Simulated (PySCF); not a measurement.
**Ge₂H₇PSe: electronic excitations at several levels of theory**

Aim: compute the electronic excitations of Ge₂H₇PSe (`[PH2][GeH2][Se][GeH3]`) at several levels, and see how far they spread and what each costs.

Computed with PySCF 2.14.0, with density-fitted response routines of our own, on a single molecule in the gas phase. Atoms count from 0, in the outputs and in this text.

## Step 1: The starting structure

11 atoms, charge 0, multiplicity 1; geometry from: GFN2-xTB.

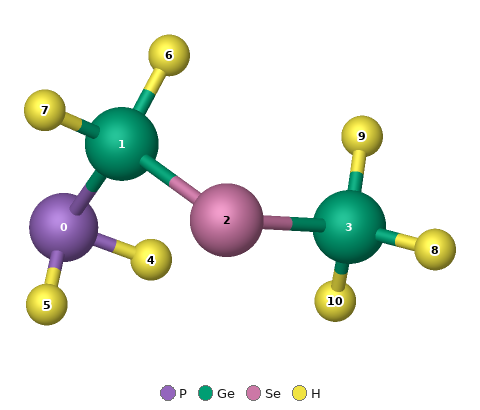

The starting geometry (phosphorus purple, germanium teal, selenium pink, hydrogen yellow), atoms numbered.

## Step 2: Geometry optimisation at PBE0-D3(BJ)/def2-SVP

What the job is given:

```
{"job": {"xc": "PBE0", "basis": "def2-SVP", "d3": "d3bj", "grid": 1, "kind": "geom"}, "charge": 0, "multiplicity": 1}
P      2.259538     1.030058    -0.620521
Ge     1.250655    -0.954299    -0.010050
Se    -0.518352    -0.858682     1.581642
Ge    -2.059937     0.145331     0.177413
H      1.037802     1.661707    -0.831577
H      2.322915     1.466207     0.697106
H      0.718042    -1.694816    -1.231018
H      2.245612    -1.918116     0.611280
H     -3.412488     0.004367     0.802000
H     -2.063432    -0.492667    -1.185261
H     -1.774931     1.613579    -0.016978
```

Run with:

```
$ OMP_NUM_THREADS=1 python probes_run.py task.json out
```

One launch serves the whole session: the jobs run in the order shown.

Output:

```text
step   0  E = -6899.30958105  max force = 0.016497
step   1  E = -6899.31375729  max force = 0.004818
step   2  E = -6899.31437043  max force = 0.001351
step   3  E = -6899.31444222  max force = 0.000911
step   4  E = -6899.31439601  max force = 0.001411
step   5  E = -6899.31446019  max force = 0.000532
step   6  E = -6899.31446558  max force = 0.000222
optimisation converged
```

Wall time 98 s (1 thread, shared host).

Step by step: (the energy doesn't fall at every step)

```csv
step,energy from step 0 (eV),largest force component (eV/Å)
0,0.0000,0.8483
1,-0.1136,0.2478
2,-0.1303,0.0695
3,-0.1323,0.0468
4,-0.1310,0.0726
5,-0.1328,0.0274
6,-0.1329,0.0114
```

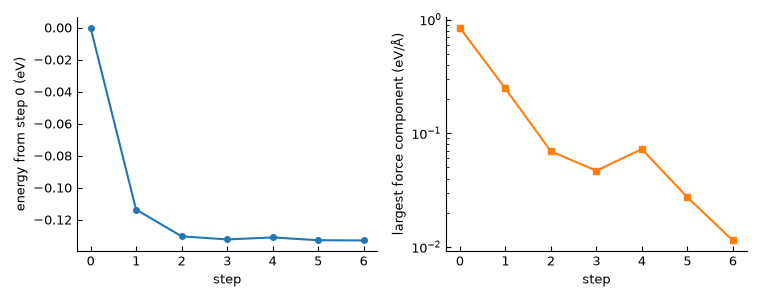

Energy and force, step by step.

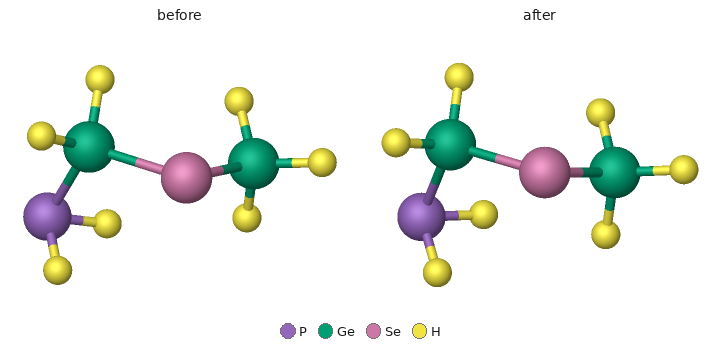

The geometry before (left) and after (right).

Close pairs (by a distance rule), those that changed most:

```csv
bond,before (Å),after (Å),change (Å)
Se2–Ge3,2.314,2.356,+0.042
Ge3–H8,1.496,1.536,+0.040
P0–H5,1.389,1.428,+0.039
P0–H4,1.391,1.429,+0.037
Ge3–H9,1.505,1.540,+0.035
Ge3–H10,1.508,1.539,+0.031
Ge1–H7,1.518,1.539,+0.021
Ge1–Se2,2.382,2.362,-0.019
```

The next job starts from the end point, and lists it.

```csv
at the end point,value
point group (found at 0.08 Å tolerance),C1
"rotational constants (GHz, main isotopes)","1.679, 0.755, 0.578"
dipole moment (D),0.99
```

## Step 3: TDDFT and polarisability: HF/def2-SVPD

What the job is given:

```
{"job": {"kind": "uv", "xc": "HF", "basis": "def2-SVPD", "ip": true}, "charge": 0, "multiplicity": 1}
P      2.233891     1.084498    -0.577348
Ge     1.478484    -1.026682     0.032216
Se    -0.233652    -1.048173     1.659728
Ge    -1.775909     0.216285     0.404963
H      0.926767     1.566472    -0.894393
H      2.190872     1.585065     0.759597
H      0.985576    -1.740045    -1.242731
H      2.638967    -1.810641     0.669674
H     -3.142491     0.001959     1.072868
H     -1.791131    -0.287065    -1.050471
H     -1.404934     1.710216     0.427555
```

Method: TDDFT HF/def2-SVPD, vertical, gas phase, core orbitals frozen in the response.

Output:

```text
final grid: 88680 points
cycle   1  E = -6894.4487894682  dE = -2.239e+00  |g| = 4.106e-01  |ddm| = 3.559e+00
cycle   2  E = -6894.5030075111  dE = -5.422e-02  |g| = 2.364e-01  |ddm| = 8.707e-01
cycle   3  E = -6894.5142947465  dE = -1.129e-02  |g| = 5.129e-02  |ddm| = 3.403e-01
cycle   4  E = -6894.5155928674  dE = -1.298e-03  |g| = 1.313e-02  |ddm| = 1.661e-01
cycle   5  E = -6894.5157070322  dE = -1.142e-04  |g| = 3.399e-03  |ddm| = 4.055e-02
cycle   6  E = -6894.5157179776  dE = -1.095e-05  |g| = 1.197e-03  |ddm| = 1.160e-02
cycle   7  E = -6894.5157191307  dE = -1.153e-06  |g| = 3.663e-04  |ddm| = 3.875e-03
cycle   8  E = -6894.5157192211  dE = -9.044e-08  |g| = 1.067e-04  |ddm| = 1.243e-03
cycle   9  E = -6894.5157192279  dE = -6.798e-09  |g| = 3.161e-05  |ddm| = 3.285e-04
cycle  10  E = -6894.5157192288  dE = -8.858e-10  |g| = 8.337e-06  |ddm| = 1.263e-04
converged SCF energy = -6894.5157192288

Static polarisability (au): isotropic 115.595, principal 96.665 116.574 133.546

Singlet excitations
state   eV       nm        f      main configurations
  1   5.6159    220.8   0.02102   H->L 0.36, H->L+1 0.16, H->L+2 0.10
  2   6.0028    206.5   0.05380   H->L+1 0.47, H->L 0.20
  3   6.8236    181.7   0.13405   H->L+2 0.22, H-1->L+1 0.18, H-1->L+2 0.12
  4   6.9089    179.5   0.01814   H->L+8 0.30, H-1->L+8 0.27, H->L+5 0.08
  5   7.1632    173.1   0.24353   H->L+5 0.20, H->L+3 0.18, H->L+6 0.15
  6   7.2177    171.8   0.12150   H->L+2 0.26, H->L+6 0.11, H-1->L+2 0.10
  7   7.4332    166.8   0.05224   H->L+6 0.13, H->L+7 0.12, H->L+9 0.09
  8   7.5103    165.1   0.08320   H-1->L 0.19, H->L+5 0.15, H-2->L 0.08
  9   7.6553    162.0   0.13506   H-1->L+1 0.23, H->L+7 0.12, H-1->L+2 0.11
 10   7.8570    157.8   0.04185   H->L+3 0.46, H->L+5 0.12, H-1->L+3 0.09

Triplet excitations (Tamm-Dancoff, eV): 4.8980 5.3609 5.5299 5.6081
Vertical ionisation energy (delta-SCF) = 7.8043 eV
```

Wall time 56 s (1 thread, shared host).

Frontier orbitals and where they lie:

```csv
orbital,eV,atoms
HOMO−3,-11.70,"Se2 29 %, Ge1 26 %, P0 12 %"
HOMO−2,-11.34,"Se2 45 %, Ge3 20 %, P0 10 %"
HOMO−1,-10.20,"Se2 38 %, P0 34 %, Ge1 13 %"
HOMO,-9.17,"Se2 62 %, P0 17 %, Ge1 7 %"
LUMO,1.82,"Se2 40 %, Ge3 29 %, H10 8 %"
LUMO+1,1.87,"Se2 66 %, Ge1 10 %, Ge3 8 %"
LUMO+2,1.97,"Ge1 32 %, Ge3 18 %, Se2 15 %"
```

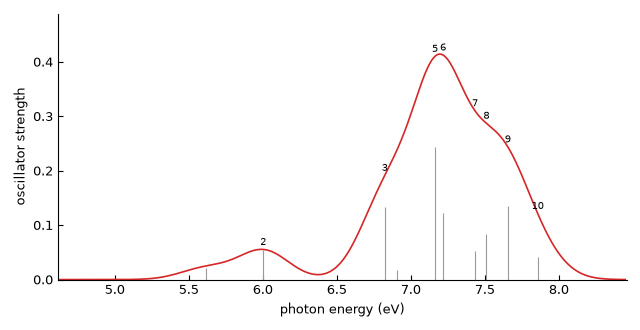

Absorption spectrum from the 10 singlet states computed; above the last one it falls off for lack of states. Lines are broadened to a width of 0.40 eV (Gaussian).

Further results of this job:

```csv
property,computed
dipole moment (D),1.13
polarisability (Å³),17.13
HOMO–LUMO gap (eV),10.99
−ε(HOMO) (eV),9.17
```

## Step 4: Excited states and response: LDA/def2-SVPD

The job, as its differences from that of step 3:

```diff
@@ -1,2 +1,2 @@
-{"job": {"kind": "uv", "xc": "HF", "basis": "def2-SVPD", "ip": true}, "charge": 0, "multiplicity": 1}
+{"job": {"kind": "uv", "xc": "LDA", "basis": "def2-SVPD", "ip": true}, "charge": 0, "multiplicity": 1}
 P      2.233891     1.084498    -0.577348
```

Method: TDDFT LDA/def2-SVPD, vertical, gas phase, core orbitals frozen in the response.

Output:

```text
coarse grid: 45880 points
cycle   1  E = -6889.1556075102  dE = -1.982e+00  |g| = 8.265e-01  |ddm| = 3.756e+00
cycle   2  E = -6889.0649130803  dE =  9.069e-02  |g| = 1.092e+00  |ddm| = 1.705e+00
cycle   3  E = -6889.2164460620  dE = -1.515e-01  |g| = 2.089e-01  |ddm| = 1.282e+00
cycle   4  E = -6889.2276422919  dE = -1.120e-02  |g| = 3.394e-02  |ddm| = 3.427e-01
cycle   5  E = -6889.2279825311  dE = -3.402e-04  |g| = 1.361e-02  |ddm| = 8.985e-02
cycle   6  E = -6889.2280578866  dE = -7.536e-05  |g| = 4.289e-03  |ddm| = 3.559e-02
cycle   7  E = -6889.2280649846  dE = -7.098e-06  |g| = 9.532e-04  |ddm| = 8.509e-03
final grid: 88680 points
cycle   8  E = -6889.2278800022  dE =  4.591e-07  |g| = 1.709e-03  |ddm| = 6.413e-03
cycle   9  E = -6889.2278777081  dE =  2.294e-06  |g| = 3.241e-03  |ddm| = 6.958e-03
cycle  10  E = -6889.2278808825  dE = -3.174e-06  |g| = 3.134e-04  |ddm| = 4.614e-03
cycle  11  E = -6889.2278809005  dE = -1.804e-08  |g| = 3.492e-05  |ddm| = 4.142e-04
cycle  12  E = -6889.2278809009  dE = -3.338e-10  |g| = 1.059e-05  |ddm| = 7.718e-05
converged SCF energy = -6889.2278809009

Static polarisability (au): isotropic 129.402, principal 105.736 129.400 153.069

Singlet excitations
state   eV       nm        f      main configurations
  1   4.1441    299.2   0.01420   H->L 0.93
  2   4.3244    286.7   0.01254   H->L+1 0.95
  3   4.7847    259.1   0.00713   H->L+2 0.99
  4   5.0594    245.1   0.00098   H->L+3 0.78, H-1->L 0.17
  5   5.2308    237.0   0.00912   H-1->L+1 0.82, H->L+4 0.12
  6   5.2459    236.3   0.00269   H->L+4 0.76, H-1->L 0.10, H-1->L+1 0.08
  7   5.3684    231.0   0.01239   H->L+5 0.75, H-1->L 0.14
  8   5.4796    226.3   0.12497   H-1->L 0.45, H->L+5 0.22, H->L+3 0.09
  9   5.8422    212.2   0.01137   H-1->L+2 0.73, H->L+6 0.23
 10   5.8689    211.3   0.05593   H->L+6 0.64, H-1->L+2 0.21

Triplet excitations (Tamm-Dancoff, eV): 3.7886 4.0197 4.7069 4.7137
Vertical ionisation energy (delta-SCF) = 8.4200 eV
Vertical electron affinity (delta-SCF) = -0.2143 eV
```

Run time: 92 s. Hardware: 1 thread, shared host.

In short: HOMO -5.77 eV, LUMO -1.84 eV; lowest singlet 4.14 eV.

## Step 5: Ultraviolet spectrum: PBE/def2-SVPD

The job, as its differences from that of step 4:

```diff
@@ -1,2 +1,2 @@
-{"job": {"kind": "uv", "xc": "LDA", "basis": "def2-SVPD", "ip": true}, "charge": 0, "multiplicity": 1}
+{"job": {"kind": "uv", "xc": "PBE", "basis": "def2-SVPD", "ip": true}, "charge": 0, "multiplicity": 1}
 P      2.233891     1.084498    -0.577348
```

Method: TDDFT PBE/def2-SVPD, vertical, gas phase, core orbitals frozen in the response.

Output:

```text
coarse grid: 45880 points
cycle   1  E = -6899.0188501519  dE = -1.998e+00  |g| = 7.596e-01  |ddm| = 3.822e+00
cycle   2  E = -6898.9364114395  dE =  8.244e-02  |g| = 1.026e+00  |ddm| = 1.635e+00
cycle   3  E = -6899.0760299645  dE = -1.396e-01  |g| = 1.704e-01  |ddm| = 1.191e+00
cycle   4  E = -6899.0835855993  dE = -7.556e-03  |g| = 3.068e-02  |ddm| = 2.881e-01
cycle   5  E = -6899.0838760943  dE = -2.905e-04  |g| = 1.116e-02  |ddm| = 7.887e-02
cycle   6  E = -6899.0839267898  dE = -5.070e-05  |g| = 3.630e-03  |ddm| = 3.026e-02
cycle   7  E = -6899.0839318205  dE = -5.031e-06  |g| = 8.257e-04  |ddm| = 7.337e-03
final grid: 88680 points
cycle   8  E = -6899.0837586863  dE =  2.013e-07  |g| = 1.430e-03  |ddm| = 6.711e-03
cycle   9  E = -6899.0837573681  dE =  1.318e-06  |g| = 2.584e-03  |ddm| = 5.412e-03
cycle  10  E = -6899.0837592554  dE = -1.887e-06  |g| = 2.171e-04  |ddm| = 3.532e-03
cycle  11  E = -6899.0837592649  dE = -9.445e-09  |g| = 2.420e-05  |ddm| = 2.936e-04
cycle  12  E = -6899.0837592650  dE = -1.692e-10  |g| = 6.421e-06  |ddm| = 4.675e-05
converged SCF energy = -6899.0837592650

Static polarisability (au): isotropic 127.075, principal 103.908 127.181 150.136

Singlet excitations
state   eV       nm        f      main configurations
  1   4.2245    293.5   0.01497   H->L 0.94
  2   4.4370    279.4   0.01287   H->L+1 0.96
  3   4.9192    252.0   0.00802   H->L+2 0.99
  4   5.1596    240.3   0.00200   H->L+3 0.76, H-1->L 0.19
  5   5.2683    235.3   0.00072   H->L+4 0.90
  6   5.3430    232.0   0.01259   H-1->L+1 0.87, H->L+3 0.08
  7   5.4541    227.3   0.01680   H->L+5 0.70, H-1->L 0.17
  8   5.5673    222.7   0.12728   H-1->L 0.42, H->L+5 0.27
  9   5.9457    208.5   0.00413   H->L+6 0.69, H-1->L+2 0.19
 10   5.9724    207.6   0.06662   H-1->L+2 0.75, H->L+6 0.14

Triplet excitations (Tamm-Dancoff, eV): 3.8210 4.0948 4.6914 4.8302
Vertical ionisation energy (delta-SCF) = 8.2805 eV
Vertical electron affinity (delta-SCF) = -0.3352 eV
```

Wall time 2.4 min (1 thread, shared host).

Key values: HOMO -5.68 eV, LUMO -1.65 eV; lowest singlet 4.22 eV.

## Step 6: TDDFT and polarisability: B3LYP/def2-SVPD

The job, as its differences from that of step 5:

```diff
@@ -1,2 +1,2 @@
-{"job": {"kind": "uv", "xc": "PBE", "basis": "def2-SVPD", "ip": true}, "charge": 0, "multiplicity": 1}
+{"job": {"kind": "uv", "xc": "B3LYP", "basis": "def2-SVPD", "ip": true}, "charge": 0, "multiplicity": 1}
 P      2.233891     1.084498    -0.577348
```

Method: TDDFT B3LYP/def2-SVPD, vertical, gas phase, core orbitals frozen in the response.

Output:

```text
coarse grid: 45880 points
cycle   1  E = -6900.3467323178  dE = -2.045e+00  |g| = 6.196e-01  |ddm| = 3.690e+00
cycle   2  E = -6900.3104923972  dE =  3.624e-02  |g| = 7.588e-01  |ddm| = 1.335e+00
cycle   3  E = -6900.3947964928  dE = -8.430e-02  |g| = 8.941e-02  |ddm| = 8.608e-01
cycle   4  E = -6900.3963578758  dE = -1.561e-03  |g| = 1.646e-02  |ddm| = 1.334e-01
cycle   5  E = -6900.3964276143  dE = -6.974e-05  |g| = 5.647e-03  |ddm| = 3.975e-02
cycle   6  E = -6900.3964397334  dE = -1.212e-05  |g| = 1.207e-03  |ddm| = 1.363e-02
cycle   7  E = -6900.3964402605  dE = -5.271e-07  |g| = 3.270e-04  |ddm| = 2.443e-03
final grid: 88680 points
cycle   8  E = -6900.3963034191  dE = -8.763e-08  |g| = 4.879e-04  |ddm| = 4.866e-03
cycle   9  E = -6900.3963033458  dE =  7.337e-08  |g| = 7.155e-04  |ddm| = 1.718e-03
cycle  10  E = -6900.3963034945  dE = -1.487e-07  |g| = 5.637e-05  |ddm| = 9.829e-04
cycle  11  E = -6900.3963034949  dE = -4.475e-10  |g| = 6.439e-06  |ddm| = 6.804e-05
converged SCF energy = -6900.3963034949

Static polarisability (au): isotropic 124.166, principal 102.031 124.657 145.810

Singlet excitations
state   eV       nm        f      main configurations
  1   4.5010    275.5   0.01721   H->L 0.92
  2   4.7238    262.5   0.01744   H->L+1 0.94
  3   5.4110    229.1   0.00684   H->L+2 0.96
  4   5.6346    220.0   0.00461   H->L+3 0.72, H-1->L 0.24
  5   5.7971    213.9   0.08238   H-1->L 0.38, H->L+4 0.18, H->L+3 0.18
  6   5.8673    211.3   0.00459   H->L+4 0.60, H->L+5 0.21, H-1->L+1 0.14
  7   5.8896    210.5   0.02199   H-1->L+1 0.58, H->L+5 0.33
  8   6.0269    205.7   0.15114   H->L+5 0.38, H-1->L 0.21, H->L+4 0.17
  9   6.3936    193.9   0.04452   H-1->L+2 0.73, H->L+7 0.17
 10   6.4241    193.0   0.02357   H->L+6 0.87, H-2->L 0.08

Triplet excitations (Tamm-Dancoff, eV): 4.0694 4.3411 4.9141 5.2984
Vertical ionisation energy (delta-SCF) = 8.4789 eV
```

Run time: 2.1 min. Hardware: 1 thread, shared host.

This run: HOMO -6.52 eV, LUMO -1.10 eV; lowest singlet 4.50 eV.

## Step 7: Ultraviolet spectrum: PBE0/def2-SVPD

The job, as its differences from that of step 6:

```diff
@@ -1,2 +1,2 @@
-{"job": {"kind": "uv", "xc": "B3LYP", "basis": "def2-SVPD", "ip": true}, "charge": 0, "multiplicity": 1}
+{"job": {"kind": "uv", "xc": "PBE0", "basis": "def2-SVPD", "ip": true}, "charge": 0, "multiplicity": 1}
 P      2.233891     1.084498    -0.577348
```

Level: TDDFT PBE0/def2-SVPD, vertical, gas phase, core orbitals frozen in the response.

Output:

```text
coarse grid: 45880 points
cycle   1  E = -6899.2700556962  dE = -2.071e+00  |g| = 5.475e-01  |ddm| = 3.703e+00
cycle   2  E = -6899.2490728005  dE =  2.098e-02  |g| = 6.446e-01  |ddm| = 1.173e+00
cycle   3  E = -6899.3102861726  dE = -6.121e-02  |g| = 6.734e-02  |ddm| = 7.120e-01
cycle   4  E = -6899.3110713415  dE = -7.852e-04  |g| = 1.314e-02  |ddm| = 9.875e-02
cycle   5  E = -6899.3111132719  dE = -4.193e-05  |g| = 4.620e-03  |ddm| = 3.265e-02
cycle   6  E = -6899.3111212418  dE = -7.970e-06  |g| = 7.652e-04  |ddm| = 1.081e-02
final grid: 88680 points
cycle   7  E = -6899.3109864023  dE = -5.053e-08  |g| = 8.783e-04  |ddm| = 4.766e-03
cycle   8  E = -6899.3109862956  dE =  1.067e-07  |g| = 1.089e-03  |ddm| = 3.385e-03
cycle   9  E = -6899.3109866562  dE = -3.606e-07  |g| = 8.154e-05  |ddm| = 1.814e-03
cycle  10  E = -6899.3109866571  dE = -9.177e-10  |g| = 9.241e-06  |ddm| = 8.363e-05
converged SCF energy = -6899.3109866571

Static polarisability (au): isotropic 122.811, principal 101.066 123.251 144.115

Singlet excitations
state   eV       nm        f      main configurations
  1   4.6855    264.6   0.01814   H->L 0.91
  2   4.9176    252.1   0.01970   H->L+1 0.93
  3   5.6353    220.0   0.00618   H->L+2 0.92
  4   5.8444    212.1   0.00241   H->L+3 0.74, H-1->L 0.17
  5   5.9807    207.3   0.09450   H-1->L 0.51, H->L+5 0.22, H->L+3 0.12
  6   6.0361    205.4   0.00817   H->L+4 0.63, H->L+5 0.27
  7   6.1232    202.5   0.01383   H-1->L+1 0.73, H->L+4 0.13, H->L+5 0.10
  8   6.2405    198.7   0.17521   H->L+5 0.37, H-1->L 0.20, H-1->L+1 0.15
  9   6.5847    188.3   0.04987   H-1->L+2 0.69, H->L+7 0.18
 10   6.6358    186.8   0.01827   H->L+6 0.88

Triplet excitations (Tamm-Dancoff, eV): 4.2018 4.4969 5.0069 5.4577
Vertical ionisation energy (delta-SCF) = 8.5009 eV
```

Wall time 2.3 min (1 thread, shared host).

Key values: HOMO -6.75 eV, LUMO -0.85 eV; lowest singlet 4.69 eV.

## Step 8: TDDFT and polarisability: BHandHLYP/def2-SVPD

The job, as its differences from that of step 7:

```diff
@@ -1,2 +1,2 @@
-{"job": {"kind": "uv", "xc": "PBE0", "basis": "def2-SVPD", "ip": true}, "charge": 0, "multiplicity": 1}
+{"job": {"kind": "uv", "xc": "BHandHLYP", "basis": "def2-SVPD", "ip": true}, "charge": 0, "multiplicity": 1}
 P      2.233891     1.084498    -0.577348
```

With the program's defaults for keys left out, this is: TDDFT BHandHLYP/def2-SVPD, vertical, gas phase, core orbitals frozen in the response.

Output:

```text
coarse grid: 45880 points
cycle   1  E = -6900.1427791373  dE = -2.120e+00  |g| = 4.595e-01  |ddm| = 3.584e+00
cycle   2  E = -6900.1509741185  dE = -8.195e-03  |g| = 4.575e-01  |ddm| = 9.972e-01
cycle   3  E = -6900.1846483630  dE = -3.367e-02  |g| = 3.602e-02  |ddm| = 5.138e-01
cycle   4  E = -6900.1848735212  dE = -2.252e-04  |g| = 1.340e-02  |ddm| = 6.469e-02
cycle   5  E = -6900.1849062504  dE = -3.273e-05  |g| = 3.257e-03  |ddm| = 2.756e-02
cycle   6  E = -6900.1849095558  dE = -3.305e-06  |g| = 6.731e-04  |ddm| = 6.803e-03
final grid: 88680 points
cycle   7  E = -6900.1848214653  dE = -1.561e-07  |g| = 6.282e-04  |ddm| = 3.174e-03
cycle   8  E = -6900.1848214771  dE = -1.181e-08  |g| = 6.518e-04  |ddm| = 1.754e-03
cycle   9  E = -6900.1848215523  dE = -7.524e-08  |g| = 3.635e-05  |ddm| = 8.179e-04
cycle  10  E = -6900.1848215528  dE = -4.820e-10  |g| = 1.617e-05  |ddm| = 6.655e-05
converged SCF energy = -6900.1848215528

Static polarisability (au): isotropic 119.952, principal 99.221 120.713 139.921

Singlet excitations
state   eV       nm        f      main configurations
  1   4.9643    249.8   0.01842   H->L 0.83
  2   5.2261    237.2   0.02704   H->L+1 0.82
  3   6.1062    203.0   0.00266   H->L+2 0.73, H-1->L 0.15
  4   6.3372    195.6   0.04274   H->L+3 0.39, H-1->L 0.32, H->L+2 0.16
  5   6.3481    195.3   0.17758   H->L+3 0.35, H-1->L 0.30, H->L+4 0.10
  6   6.4978    190.8   0.01390   H->L+5 0.33, H->L+4 0.31, H-1->L+4 0.11
  7   6.6103    187.6   0.04259   H-1->L+1 0.31, H->L+5 0.24, H->L+4 0.21
  8   6.6775    185.7   0.14931   H-1->L+1 0.44, H->L+5 0.21
  9   6.9401    178.6   0.05712   H-1->L+2 0.51, H->L+6 0.14, H-1->L+3 0.09
 10   7.1211    174.1   0.00971   H->L+7 0.64, H-2->L 0.12

Triplet excitations (Tamm-Dancoff, eV): 4.4658 4.7667 5.2190 5.7009
Vertical ionisation energy (delta-SCF) = 8.5227 eV
```

It took 1.7 min on 1 thread, shared host.

This run: HOMO -7.68 eV, LUMO -0.05 eV; lowest singlet 4.96 eV.

[end of part 1 of 2]
